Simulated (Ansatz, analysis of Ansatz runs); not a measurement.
# Y4S3N2 (C2/m), nudged elastic band: Cu_i hop between interstitial places (q = 0), part 2 of 3

How high is the barrier when Cu changes place in Y4S3N2 (C2/m)? The case: Cu_i hop between interstitial places, charge 0, in a cell of 54 host atoms with 1 Cu put in.

Ansatz 0.2.0; plane-wave PAW DFT, PBEsol; nudged elastic band between two relaxed defect structures.

So far: Set-up; Relaxation of the start point, charge 0; Relaxation of the end point, charge 0.

## 4. Nudged elastic band, charge 0

5 movable images are laid between the ends on a pair-potential path, which keeps atoms from colliding in the first guess. Each image feels the true force across the path and a spring force along it. The highest image is set to climb to the top of the path.

This step: plane-wave PAW DFT, PBEsol; nudged elastic band between two relaxed defect structures.

The input, q0_M1.neb/input.yaml:

```yaml
crystal:
  lattice:
    - [12.77813411, 0.0, -0.02476517]
    - [0.0, 11.37446657, 0.0]
    - [-6.06062451, 0.0, 7.65368011]
  atoms:
    - { symbol: "Y", position: [0.2609574, 0.16657488, 0.6515118] }
    - { symbol: "Y", position: [0.76055244, 0.00108411, 0.65096598] }
    - { symbol: "Y", position: [0.23834567, -0.00082639, 0.35252286] }
    - { symbol: "Y", position: [0.74271311, 0.16659986, 0.35313044] }
    - { symbol: "Y", position: [0.43642965, 0.00074387, 0.14655572] }
    - { symbol: "Y", position: [0.93512774, 0.16657834, 0.14207887] }
    - { symbol: "Y", position: [0.06712394, 0.16659049, 0.86115426] }
    - { symbol: "Y", position: [0.56687417, 0.00083595, 0.85995045] }
    - { symbol: S, position: [0.00256278, -0.00067766, 0.00290991] }
    - { symbol: S, position: [0.5008227, 0.16665675, 0.00174614] }
    - { symbol: S, position: [0.17818788, 0.00025361, 0.78723124] }
    - { symbol: S, position: [0.67521186, 0.16643225, 0.78430274] }
    - { symbol: S, position: [0.32804874, 0.16667275, 0.22603881] }
    - { symbol: S, position: [0.82573368, -0.0005861, 0.21645319] }
    - { symbol: "N", position: [0.14473835, 0.16657647, 0.36188082] }
    - { symbol: "N", position: [0.64525307, 0.00049271, 0.36251825] }
    - { symbol: "N", position: [0.35749605, -0.00023767, 0.63978937] }
    - { symbol: "N", position: [0.85861635, 0.16673803, 0.64260876] }
    - { symbol: "Y", position: [0.26863441, 0.49871528, 0.66141872] }
    - { symbol: "Y", position: [0.76039959, 0.33210568, 0.65083594] }
    - { symbol: "Y", position: [0.23820947, 0.33408183, 0.35239462] }
    - { symbol: "Y", position: [0.74368957, 0.49758071, 0.35561225] }
    - { symbol: "Y", position: [0.43636615, 0.33244549, 0.14654364] }
    - { symbol: "Y", position: [0.92961789, 0.49926058, 0.13089702] }
    - { symbol: "Y", position: [0.06391812, 0.50035558, 0.85415962] }
    - { symbol: "Y", position: [0.5668634, 0.33224631, 0.85968824] }
    - { symbol: S, position: [0.00246779, 0.33367216, 0.00291483] }
    - { symbol: S, position: [0.50428877, 0.50061356, 0.0063149] }
    - { symbol: S, position: [0.17814992, 0.33282667, 0.78718126] }
    - { symbol: S, position: [0.67298737, 0.49931586, 0.78080693] }
    - { symbol: S, position: [0.32377834, 0.50072394, 0.21495169] }
    - { symbol: S, position: [0.82570459, 0.3338023, 0.2164747] }
    - { symbol: "N", position: [0.1360459, 0.51281047, 0.36923189] }
    - { symbol: "N", position: [0.64519527, 0.33252368, 0.36237667] }
    - { symbol: "N", position: [0.35755917, 0.33358695, 0.63954485] }
    - { symbol: "N", position: [0.85572474, 0.49896826, 0.64153831] }
    - { symbol: "Y", position: [0.26813664, 0.83427081, 0.66075495] }
    - { symbol: "Y", position: [0.7607501, 0.66665331, 0.65155819] }
    - { symbol: "Y", position: [0.24603277, 0.66659072, 0.35746724] }
    - { symbol: "Y", position: [0.74361798, 0.83556883, 0.35560268] }
    - { symbol: "Y", position: [0.44168429, 0.66653906, 0.14934762] }
    - { symbol: "Y", position: [0.92988535, 0.8337485, 0.1313331] }
    - { symbol: "Y", position: [0.06407689, 0.83299902, 0.85443657] }
    - { symbol: "Y", position: [0.57011875, 0.66657074, 0.86260634] }
    - { symbol: S, position: [0.00307612, 0.66659204, -0.00100352] }
    - { symbol: S, position: [0.50397374, 0.83249004, 0.00612059] }
    - { symbol: S, position: [0.14140051, 0.66667059, 0.72439462] }
    - { symbol: S, position: [0.67313121, 0.83382226, 0.78109845] }
    - { symbol: S, position: [0.32396461, 0.83261091, 0.21527218] }
    - { symbol: S, position: [0.8293468, 0.66671598, 0.22302731] }
    - { symbol: "N", position: [0.13634716, 0.82050724, 0.36901219] }
    - { symbol: "N", position: [0.64586878, 0.6664982, 0.36313776] }
    - { symbol: "N", position: [0.36550322, 0.66666132, 0.64691017] }
    - { symbol: "N", position: [0.85578515, 0.83416956, 0.64159313] }
    - { symbol: Cu, position: [0.05417644, 0.66512496, 0.42054995] }
basis:
  ecutwfc: 420
  xc_grid: 2
hamiltonian:
  xc: pbesol
kpoints:
  mp_grid: { grid: [1, 1, 1], shift: [0.25, 0.25, 0.25] }
magnetization:
  spin_polarized: true
  initial_magnetization: 1
  spin_locking: { lock_magnetization: hard }
scf:
  occupations: { method: fixed }
  max_iter: 120
output:
  forces: true
neb:
  images: 5
  f_tol: 0.04
  climbing: true
  initial_path: idpp
  max_iterations: 45
  order_check: false
  final_atoms:
    - { symbol: "Y", position: [0.2588362, 0.16660349, 0.65019981] }
    - { symbol: "Y", position: [0.76359142, -0.00096617, 0.65106673] }
    - { symbol: "Y", position: [0.24122433, 0.00109249, 0.35264062] }
    - { symbol: "Y", position: [0.74064867, 0.16664152, 0.35179774] }
    - { symbol: "Y", position: [0.43474341, 0.00104373, 0.1438009] }
    - { symbol: "Y", position: [0.93446446, 0.16662316, 0.14220084] }
    - { symbol: "Y", position: [0.06644164, 0.16662983, 0.86130161] }
    - { symbol: "Y", position: [0.56521752, 0.00068485, 0.85680773] }
    - { symbol: S, position: [-0.00082395, -0.00048003, 0.00053768] }
    - { symbol: S, position: [0.5007405, 0.16652961, 0.00158255] }
    - { symbol: S, position: [0.17597882, -0.00061935, 0.78707838] }
    - { symbol: S, position: [0.67352887, 0.1664291, 0.77732612] }
    - { symbol: S, position: [0.32636934, 0.16679408, 0.21907417] }
    - { symbol: S, position: [0.8233783, 0.00036232, 0.21606385] }
    - { symbol: "N", position: [0.14295252, 0.16647572, 0.36074091] }
    - { symbol: "N", position: [0.64407777, -0.00038066, 0.36388213] }
    - { symbol: "N", position: [0.35636637, 0.00063489, 0.64101106] }
    - { symbol: "N", position: [0.85683307, 0.16656456, 0.64147308] }
    - { symbol: "Y", position: [0.25810689, 0.49758018, 0.64788897] }
    - { symbol: "Y", position: [0.76315483, 0.33397279, 0.65086932] }
    - { symbol: "Y", position: [0.24105543, 0.33210306, 0.35244316] }
    - { symbol: "Y", position: [0.73377257, 0.49892603, 0.34308449] }
    - { symbol: "Y", position: [0.43479289, 0.3323804, 0.14348799] }
    - { symbol: "Y", position: [0.93756446, 0.50019426, 0.1490073] }
    - { symbol: "Y", position: [0.07136976, 0.49945504, 0.87153833] }
    - { symbol: "Y", position: [0.56521795, 0.33245353, 0.85692133] }
    - { symbol: S, position: [-0.0009047, 0.33385767, 0.00054669] }
    - { symbol: S, position: [0.49778938, 0.50070016, -0.00250187] }
    - { symbol: S, position: [0.1757239, 0.33374492, 0.78675793] }
    - { symbol: S, position: [0.67762742, 0.50061291, 0.78826433] }
    - { symbol: S, position: [0.32832952, 0.49936707, 0.22211709] }
    - { symbol: S, position: [0.82355167, 0.33298707, 0.21633061] }
    - { symbol: "N", position: [0.14583427, 0.49899086, 0.36188686] }
    - { symbol: "N", position: [0.64408741, 0.3333539, 0.36352629] }
    - { symbol: "N", position: [0.35636326, 0.33265309, 0.64092274] }
    - { symbol: "N", position: [0.86481748, 0.5122266, 0.63461809] }
    - { symbol: "Y", position: [0.25784899, 0.8356025, 0.64774213] }
    - { symbol: "Y", position: [0.75568135, 0.6664891, 0.64582837] }
    - { symbol: "Y", position: [0.24079931, 0.66652497, 0.35169643] }
    - { symbol: "Y", position: [0.73265013, 0.83460759, 0.34148645] }
    - { symbol: "Y", position: [0.43152008, 0.66659773, 0.14086356] }
    - { symbol: "Y", position: [0.93765997, 0.83278331, 0.149228] }
    - { symbol: "Y", position: [0.07231516, 0.83400551, 0.87303621] }
    - { symbol: "Y", position: [0.55991786, 0.66665001, 0.85413705] }
    - { symbol: S, position: [-0.00148258, 0.66658306, 0.00426404] }
    - { symbol: S, position: [0.49709354, 0.83258913, -0.0030293] }
    - { symbol: S, position: [0.17226515, 0.66629037, 0.78049341] }
    - { symbol: S, position: [0.67796931, 0.83238783, 0.78856363] }
    - { symbol: S, position: [0.32889091, 0.83390739, 0.22298698] }
    - { symbol: S, position: [0.860207, 0.66656721, 0.2789422] }
    - { symbol: "N", position: [0.14586309, 0.83419915, 0.36183621] }
    - { symbol: "N", position: [0.63630859, 0.66645261, 0.35640622] }
    - { symbol: "N", position: [0.35573284, 0.66673046, 0.64016539] }
    - { symbol: "N", position: [0.86590992, 0.82022026, 0.63391789] }
    - { symbol: Cu, position: [-0.05248692, 0.67052254, 0.58249474] }
```

Started as:

```console
ansatz run input.yaml --threads 32 --pin off --max-ram 84787MiB --backend cuda --events-out ev --progress --plain --runs-dir out --max-vram 78GiB
```

Numbers of over 12 decimals in the logs are rounded to 6 here.

What it wrote:

```text
Warning: neb: disabling space-group detection — the band's intermediate images generally break the endpoint symmetry, so the full k-mesh is solved, and no spatial operation symmetrises the density, ex [...]
[...]
Crystal: 55 atoms, lattice volume = 1110.713 Å³
Basis set: ecut = 420 eV, 21699 PW (Γ), exchange–correlation on 180×160×144 points (8 copies of the dense FFT grid, shifted against one another)
[...]
SCF iter   2: F=—  HF=-118329.547704 eV  |F-HF|=—  |Δ(HF+E_count)|=    4.08e1  Δρ=7.09e-2 (↑7.09e-2 ↓7.09e-2)  dr2=1.80e2  dr2_m=5.44e-2  M=1.000 μB ∫|m|=1.014 μB  β_m=0.26  ethr=3.10e-3  ⟨swp⟩=9.0  H [...]
[...]
SCF iter  16: F=-118248.717181 eV  HF=-118248.717181 eV  |F-HF|=2.03e-8  |Δ(HF+E_count)|=   2.59e-9  Δρ=8.89e-7 (↑8.89e-7 ↓8.81e-7)  dr2=4.48e-8  dr2_m=3.40e-10  M=1.000 μB ∫|m|=1.078 μB  ethr=2.22e-1 [...]
SCF 1 converged in 16 iterations: F = -118248.717181 eV  dr2 = 4.48e-8
[...]
SCF 10 converged in 11 iterations: F = -118248.397701 eV  dr2 = 9.51e-8
[...]
SCF 74 converged in 5 iterations: F = -118248.579327 eV  dr2 = 1.93e-8
[...]
SCF 78 converged in 12 iterations: F = -118248.717181 eV  dr2 = 2.93e-8
[...]
SCF converged after 5 iterations
[...]
```

The job ended after 44 s (1 × NVIDIA GB200 with 32 threads of Arm Neoverse V2, shared host; peak memory 2.9 GiB).

The path, image by image:

```tsv
image	path (Å)	energy (eV)	Cu55: x, y, z (Å)
0	0.000	0.0000	-1.857, 7.565, 3.217
1	0.505	0.0380	-2.172, 7.319, 3.407
2	1.009	0.1380	-2.511, 7.559, 3.569
3	1.567	0.1110	-2.965, 7.580, 3.802
4	2.124	0.1320	-3.412, 7.603, 4.048
5	2.682	0.0740	-3.813, 7.830, 4.232
6	3.240	0.0000	-4.201, 7.627, 4.460
```

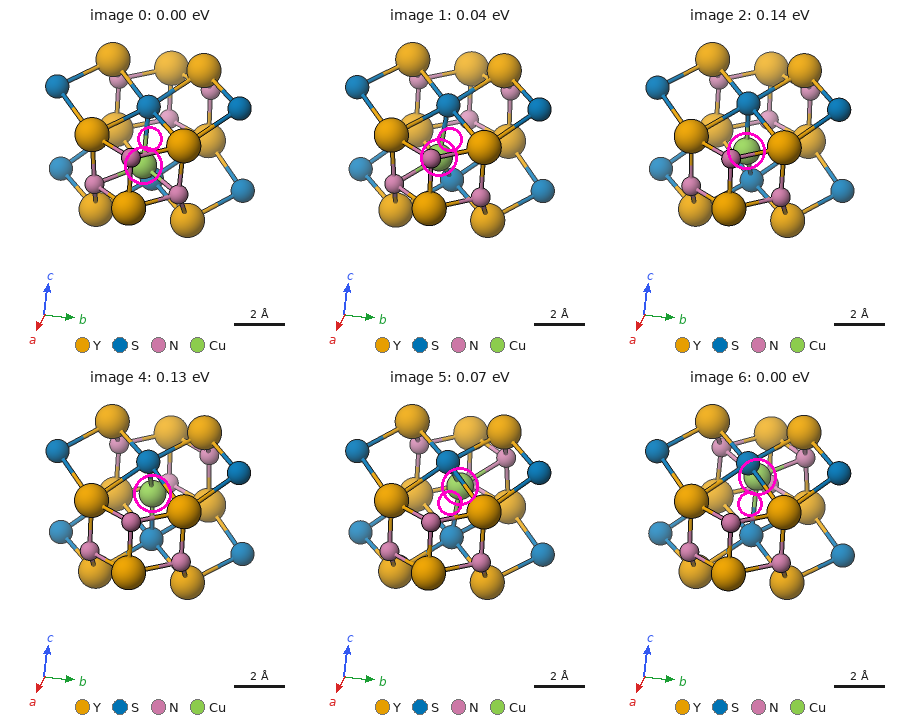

Images along the path; Cu55 is ringed. A ring with no atom in it marks the empty centre.

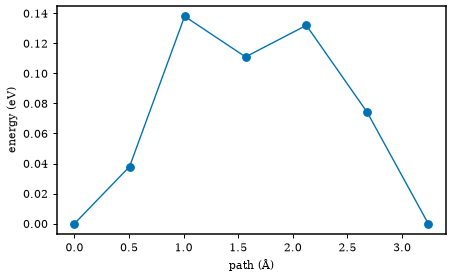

Energy along the path.

Numbers from this step:

* free energy: -118248.5793 eV
* total moment: 1 μB
* integral of the absolute spin density: 1.084 μB
* spin contamination: 7.92e-4
* barrier forward: 0.1379 eV
* barrier backward: 0.1381 eV
* end less start: -2.75e-4 eV
* hop length: 2.654 Å

Track of the atom that was set to move:

```tsv
image	x (Å)	y (Å)	z (Å)	nearest neighbour	distance (Å)
0	-1.857	7.565	3.217	N	2.236
1	-2.172	7.319	3.407	S	2.211
2	-2.511	7.559	3.569	S	2.153
3	-2.965	7.58	3.802	S	2.134
4	-3.412	7.603	4.048	S	2.141
5	-3.813	7.83	4.232	S	2.198
6	-4.201	7.627	4.46	N	2.211
```

The band met its tolerance of 0.04 eV/Å after 15 iterations, with image 2 on top (the start counts as 0). Cu55, which moves farthest between the ends, has 2 N at 2.24 to 2.27 Å and 2 S at 2.25 to 2.43 Å nearest at the start and 2 S at 2.15 to 2.19 Å at the top. The path has 2 maxima, and only the highest was climbed.

## 5. Single point at the start point, PBEsol, denser k-mesh

Three single points on a mesh of more k-points (start, top, end) test the sampling. The start is shown; top and end are run alike.

This step: plane-wave PAW DFT, PBEsol; single point of a defect supercell on a structure of the PBEsol path.

The input, q0_M1.start.mesh/input.yaml:

```yaml
crystal:
  lattice:
    - [12.77813411, 0.0, -0.02476517]
    - [0.0, 11.37446657, 0.0]
    - [-6.06062451, 0.0, 7.65368011]
  atoms:
    - { symbol: "Y", position: [0.2609574, 0.16657488, 0.6515118] }
    - { symbol: "Y", position: [0.76055244, 0.00108411, 0.65096598] }
    - { symbol: "Y", position: [0.23834567, -0.00082639, 0.35252286] }
    - { symbol: "Y", position: [0.74271311, 0.16659986, 0.35313044] }
    - { symbol: "Y", position: [0.43642965, 0.00074387, 0.14655572] }
    - { symbol: "Y", position: [0.93512774, 0.16657834, 0.14207887] }
    - { symbol: "Y", position: [0.06712394, 0.16659049, 0.86115426] }
    - { symbol: "Y", position: [0.56687417, 0.00083595, 0.85995045] }
    - { symbol: S, position: [0.00256278, -0.00067766, 0.00290991] }
    - { symbol: S, position: [0.5008227, 0.16665675, 0.00174614] }
    - { symbol: S, position: [0.17818788, 0.00025361, 0.78723124] }
    - { symbol: S, position: [0.67521186, 0.16643225, 0.78430274] }
    - { symbol: S, position: [0.32804874, 0.16667275, 0.22603881] }
    - { symbol: S, position: [0.82573368, -0.0005861, 0.21645319] }
    - { symbol: "N", position: [0.14473835, 0.16657647, 0.36188082] }
    - { symbol: "N", position: [0.64525307, 0.00049271, 0.36251825] }
    - { symbol: "N", position: [0.35749605, -0.00023767, 0.63978937] }
    - { symbol: "N", position: [0.85861635, 0.16673803, 0.64260876] }
    - { symbol: "Y", position: [0.26863441, 0.49871528, 0.66141872] }
    - { symbol: "Y", position: [0.76039959, 0.33210568, 0.65083594] }
    - { symbol: "Y", position: [0.23820947, 0.33408183, 0.35239462] }
    - { symbol: "Y", position: [0.74368957, 0.49758071, 0.35561225] }
    - { symbol: "Y", position: [0.43636615, 0.33244549, 0.14654364] }
    - { symbol: "Y", position: [0.92961789, 0.49926058, 0.13089702] }
    - { symbol: "Y", position: [0.06391812, 0.50035558, 0.85415962] }
    - { symbol: "Y", position: [0.5668634, 0.33224631, 0.85968824] }
    - { symbol: S, position: [0.00246779, 0.33367216, 0.00291483] }
    - { symbol: S, position: [0.50428877, 0.50061356, 0.0063149] }
    - { symbol: S, position: [0.17814992, 0.33282667, 0.78718126] }
    - { symbol: S, position: [0.67298737, 0.49931586, 0.78080693] }
    - { symbol: S, position: [0.32377834, 0.50072394, 0.21495169] }
    - { symbol: S, position: [0.82570459, 0.3338023, 0.2164747] }
    - { symbol: "N", position: [0.1360459, 0.51281047, 0.36923189] }
    - { symbol: "N", position: [0.64519527, 0.33252368, 0.36237667] }
    - { symbol: "N", position: [0.35755917, 0.33358695, 0.63954485] }
    - { symbol: "N", position: [0.85572474, 0.49896826, 0.64153831] }
    - { symbol: "Y", position: [0.26813664, 0.83427081, 0.66075495] }
    - { symbol: "Y", position: [0.7607501, 0.66665331, 0.65155819] }
    - { symbol: "Y", position: [0.24603277, 0.66659072, 0.35746724] }
    - { symbol: "Y", position: [0.74361798, 0.83556883, 0.35560268] }
    - { symbol: "Y", position: [0.44168429, 0.66653906, 0.14934762] }
    - { symbol: "Y", position: [0.92988535, 0.8337485, 0.1313331] }
    - { symbol: "Y", position: [0.06407689, 0.83299902, 0.85443657] }
    - { symbol: "Y", position: [0.57011875, 0.66657074, 0.86260634] }
    - { symbol: S, position: [0.00307612, 0.66659204, -0.00100352] }
    - { symbol: S, position: [0.50397374, 0.83249004, 0.00612059] }
    - { symbol: S, position: [0.14140051, 0.66667059, 0.72439462] }
    - { symbol: S, position: [0.67313121, 0.83382226, 0.78109845] }
    - { symbol: S, position: [0.32396461, 0.83261091, 0.21527218] }
    - { symbol: S, position: [0.8293468, 0.66671598, 0.22302731] }
    - { symbol: "N", position: [0.13634716, 0.82050724, 0.36901219] }
    - { symbol: "N", position: [0.64586878, 0.6664982, 0.36313776] }
    - { symbol: "N", position: [0.36550322, 0.66666132, 0.64691017] }
    - { symbol: "N", position: [0.85578515, 0.83416956, 0.64159313] }
    - { symbol: Cu, position: [0.05417644, 0.66512496, 0.42054995] }
basis:
  ecutwfc: 420
  xc_grid: 2
hamiltonian:
  xc: pbesol
kpoints:
  mp_grid: { grid: [2, 2, 2], shift: [0.5, 0.5, 0.5] }
magnetization:
  spin_polarized: true
  initial_magnetization: 1
  spin_locking: { lock_magnetization: hard }
scf:
  occupations: { method: fixed }
  max_iter: 120
output:
  forces: true
  eigenvalues: true
checkpoint:
  write: "../q0_M1.start.mesh.run"
  compress: false
  write_wavefunctions: false
  write_every: 100000
```

What it wrote:

```text
[...]
Crystal: 55 atoms, lattice volume = 1110.713 Å³
Basis set: ecut = 420 eV, 21699 PW (Γ), exchange–correlation on 180×160×144 points (8 copies of the dense FFT grid, shifted against one another)
[...]
SCF iter   1: F=—  HF=-118289.226566 eV  |F-HF|=—  |Δ(HF+E_count)|=         —  Δρ=1.43e-1 (↑1.42e-1 ↓1.43e-1)  dr2=1.12e3  dr2_m=6.62e-3  M=1.000 μB ∫|m|=1.000 μB  β_m=0.30  ethr=3.10e-3  ⟨swp⟩=5.0  H [...]
[...]
SCF iter   2: F=—  HF=-118330.291232 eV  |F-HF|=—  |Δ(HF+E_count)|=    4.11e1  Δρ=7.12e-2 (↑7.09e-2 ↓7.12e-2)  dr2=1.81e2  dr2_m=5.48e-2  M=1.000 μB ∫|m|=1.009 μB  β_m=0.26  ethr=3.10e-3  ⟨swp⟩=6.9  H [...]
[...]
SCF iter   4: F=—  HF=-118250.565271 eV  |F-HF|=—  |Δ(HF+E_count)|=    2.40e1  Δρ=8.54e-3 (↑8.54e-3 ↓8.41e-3)  dr2=6.10e0  dr2_m=3.43e-3  M=1.000 μB ∫|m|=1.058 μB  β_m=0.81  ethr=3.10e-3  ⟨swp⟩=5.0  H [...]
[...]
SCF 1 converged in 16 iterations: F = -118249.024788 eV  dr2 = 3.57e-8
[...]
SCF converged after 16 iterations
[...]
```

Wall time 3.4 s (1 × NVIDIA GB200 with 32 threads); peak memory 1.4 GiB.

This step gave:

```
free energy                           : -118249.0248 eV
total moment                          : 1 μB
integral of the absolute spin density : 1.072 μB
spin contamination                    : 7.11e-4
```

## 6. Barrier from single points, PBEsol, denser k-mesh

Analysis of the runs above: barrier from PBEsol single points on the PBEsol path.

It gives:

```yaml
barrier_forward: 0.1555 eV
barrier_backward: 0.1553 eV
end_less_start: 1.63e-4 eV
```

This gives 0.155 eV against the band's 0.138 eV (backward 0.155 against 0.138 eV). This mesh holds only the band's own point and its sign variants, so it tests the average over those and no finer sampling.

## 7. Single point at the start point, HSE06

A whole band with exact exchange would cost too much, so three single points on the path found stand in. The start is shown; top and end are run alike.

This step: plane-wave PAW DFT, HSE06; single point of a defect supercell on a structure of the PBEsol path.

q0_M1.start.hse06/input.yaml, as its differences from q0_M1.start.mesh/input.yaml of step 5:

```diff
@@ -65,5 +65,5 @@
 hamiltonian:
-  xc: pbesol
+  xc: hse06
 kpoints:
-  mp_grid: { grid: [2, 2, 2], shift: [0.5, 0.5, 0.5] }
+  mp_grid: { grid: [1, 1, 1], shift: [0.25, 0.25, 0.25] }
 magnetization:
@@ -79,3 +79,3 @@
 checkpoint:
-  write: "../q0_M1.start.mesh.run"
+  write: "../q0_M1.start.hse06.run"
   compress: false
```

What it wrote:

```text
Warning: kpoints.mp_grid.shift: disabling space-group detection — at a shift other than 0 and half a step a hybrid functional's run that is held to the crystal's symmetry can end above its lowest stat [...]
exact exchange: scf.exx.singularity resolves to wigner_seitz, which cuts the screened interaction at the faces of the exchange supercell's Wigner-Seitz cell, so that each pair interacts once, at the s [...]
[...]
Crystal: 55 atoms, lattice volume = 1110.713 Å³
Basis set: ecut = 420 eV, 21699 PW (Γ), exchange–correlation on 180×160×144 points (8 copies of the dense FFT grid, shifted against one another)
Bands: 281, of which v1, the nominal top of the filled ones, is band 226 counted from 1 (225 counted from 0)
[...]
k-points: 1
[...]
hybrid outer 1: dexx = +2.233e-1 eV, tail = 1.50e-4 eV
[...]
SCF 3 converged in 9 iterations: F = -120015.179569 eV  dr2 = 7.72e-10
[...]
hybrid outer 2: dexx = +4.468e-6 eV, tail = 9.95e-8 eV, Δε = 4.97e-3 eV (about 1.69e-4 eV left of the loop's levels), ΔF = 4.31e-3 eV/Å (tail 6.09e-4)
[...]
```

It took 17 s on 1 × NVIDIA GB200 with 32 threads; peak memory 2.9 GiB; 62 s of CPU time.

Numbers from this step:

| Quantity | Value |
| --- | --- |
| free energy | -120015.1796 eV |
| total moment | 1 μB |
| integral of the absolute spin density | 1.144 μB |
| spin contamination | 0.001806 |

## 8. Barrier from single points, HSE06

Analysis of the runs above: barrier from HSE06 single points on the PBEsol path.

It gives:

```yaml
barrier_forward: 0.06336 eV
barrier_backward: 0.06355 eV
end_less_start: -1.96e-4 eV
```

This gives 0.063 eV against the band's 0.138 eV.

[end of part 2 of 3]

[Logs are printed without paths, hosts, clocks, repeated set-up lines and the standing remarks that a program may print on its own settings, such as how far it seeks lower states.]

[Hosts, paths, dates, database ids (printed as entryN), source tags and the programs' standing remarks are cut or masked in the printed files.]
